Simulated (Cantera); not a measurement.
Charge: 1 mol BN, 3 mol H2O, at 1.00 Torr.

Equilibrium computed with Cantera from the NASA thermochemical tables; the gas is ideal and each condensed phase is pure. Candidate condensed phases: B, BN, B2O3, B3O3H3, H2O; 39 gas species. Gases not in the tables: H3BO3. Kinetics and transport are ignored.

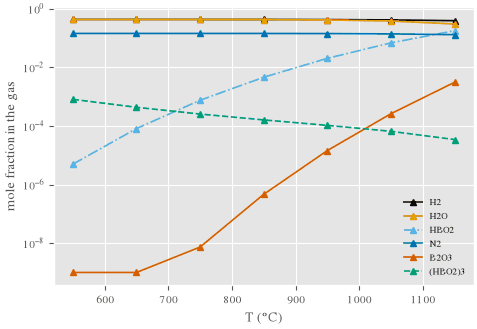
*Equilibrium gas composition (values under 1e-9 drawn at 1e-9)*

From 550 °C to 1150 °C the condensed part is B2O3(l).
